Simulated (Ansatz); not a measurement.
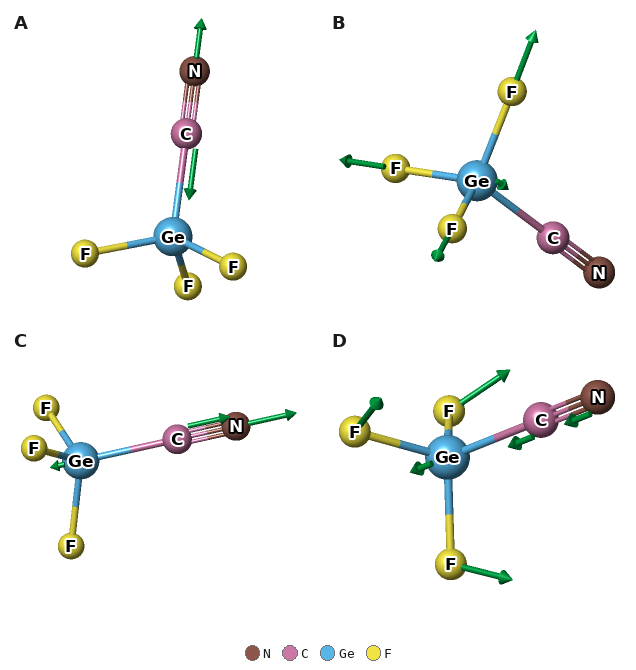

4 normal modes of one molecule or complex, as arrows. Harmonic vibrations computed with RKS PBE0-D4/def2-TZVP (Ansatz 0.2.0) at a stationary point of the same level.

Question: Match the panels to the wavenumbers 264 cm⁻¹, 523 cm⁻¹, 752 cm⁻¹, 2357 cm⁻¹.

Answer: A: 2357 cm⁻¹, C–N stretching
B: 752 cm⁻¹, in-phase stretching of 3 Ge–F bonds
C: 523 cm⁻¹, C–Ge stretching
D: 264 cm⁻¹, angle bending
